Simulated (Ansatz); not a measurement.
The starting structures come from a database of crystals and need not be the phases stable at ambient conditions.

 Where the default PAW files enter, the runs use the earlier of Ansatz's two default sets.

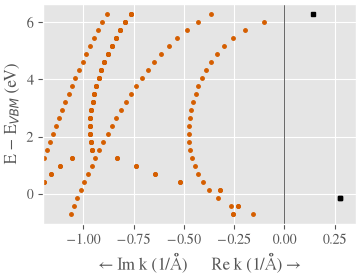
Figure: Complex bands at the centre of the two-dimensional zone; r2SCAN in Ansatz (a first-principles code)

The gap is the functional's own, uncorrected, and κ follows it; spin-orbit coupling is left out. Mid-gap values are interpolated between the computed energies.

Q: This is CaHClO (P6_3mc, not sure to be the ambient phase, 8 atoms a cell, 15.9 Å³ an atom) along the normal of (001). Read off the slowest decay at the centre of the two-dimensional zone at 2.94 eV, the computed energy nearest the middle of the gap.

A: κ ≈ 0.46 1/Å, a decay length 1/(2κ) of the density of 1.1 Å.
